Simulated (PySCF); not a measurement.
Consider ZnC (charge +1, doublet).

```xyz
2

Zn    0.0000    0.0000   -0.3347
C     0.0000    0.0000    1.7833
```

⟨S²⟩ = 0.86, above the pure value of 0.75.

Computed with PySCF, PBE0/def2-SVP, non-relativistic Hamiltonian with scalar-relativistic core potentials where named, at a bond length of 2.118 Å.

What can the converged electron density, electron localisation function and spin density tell about the bonding?

Answer. C–Zn (2.12 Å): ρ is about 0.51 e/Å³ halfway; the ELF peaks at about 0.95 in the valence shell of C, 0.7 Å from its nucleus, and is about 0.40 at the midpoint.
The unpaired spin (1 electron) lies mostly on C2 (about 1.2), in electrons by Hirshfeld's partition, with opposite, polarisation-induced spin on Zn1.

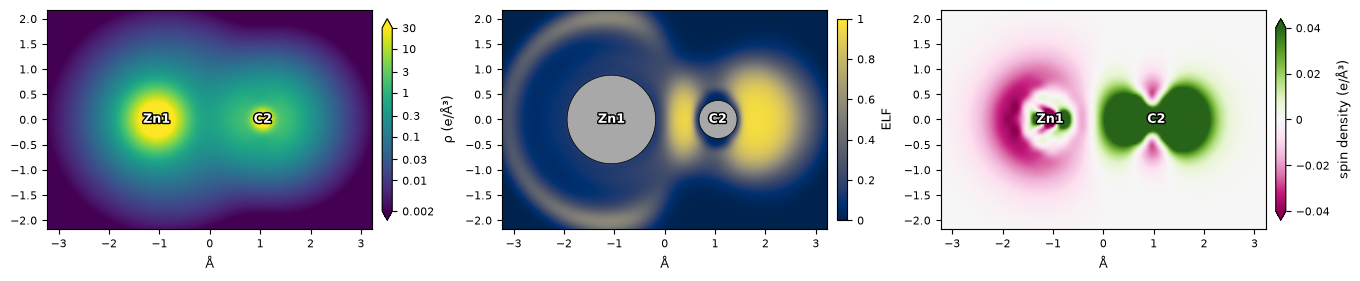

Computed electron density, electron localisation function and spin density on a plane that holds the molecular axis, in this order. Grey discs cover the atomic cores in the ELF map. 
